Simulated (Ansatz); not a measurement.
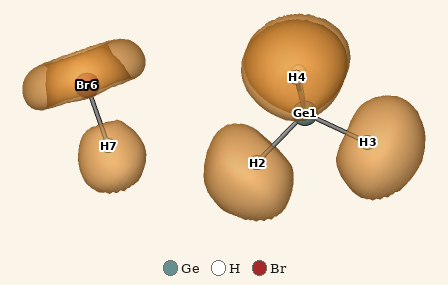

Figure 1: GeH₄···HBr. Isosurface of the ELF at 0.85 (orange), seen at a tilt. Only the valence region is drawn (cores and ρ < 0.01 e/Å³ removed).

These are results of Ansatz 0.2.0, RHF/def2-mTZVP, not measurements.

The calculation's input:

```
crystal:
  periodic: [false, false, false]
  atoms:
    - { symbol: Ge, position_ang: [0.222283, 0.0, -0.091514] }
    - { symbol: H, position_ang: [0.121778, 0.0, 1.450722] }
    - { symbol: H, position_ang: [1.706519, 0.0, -0.480234] }
    - { symbol: H, position_ang: [-0.457338, 1.257511, -0.631924] }
    - { symbol: H, position_ang: [-0.457338, -1.257511, -0.631924] }
    - { symbol: Br, position_ang: [-3.018444, 0.0, 1.503048] }
    - { symbol: H, position_ang: [-1.638859, 0.0, 2.076826] }
basis:
  gaussian: { orbitals: def2-mTZVP }
hamiltonian:
  xc: hf
relax:
  f_tol: 0.03
  max_steps: 50
output:
  orbitals: {}
```

Launched as:

```sh
ansatz run input.yaml --threads 1 --pin off --max-ram 2048MiB --backend cpu --events-out ev --progress --plain --runs-dir out
```

The fields are those of the run's last geometry, not of the input's.

Q: Describe the localisation domains.

A: At this value the surface marks out five regions around hydrogen nuclei and one ring or bowl of non-bonding electrons around Br. Profiles from the grid: Br–H (1.42 Å): the ELF climbs to about 1 towards the hydrogen, as it does in any bond to H. Ge–H (1.53 Å): the ELF climbs to about 1 towards the hydrogen.
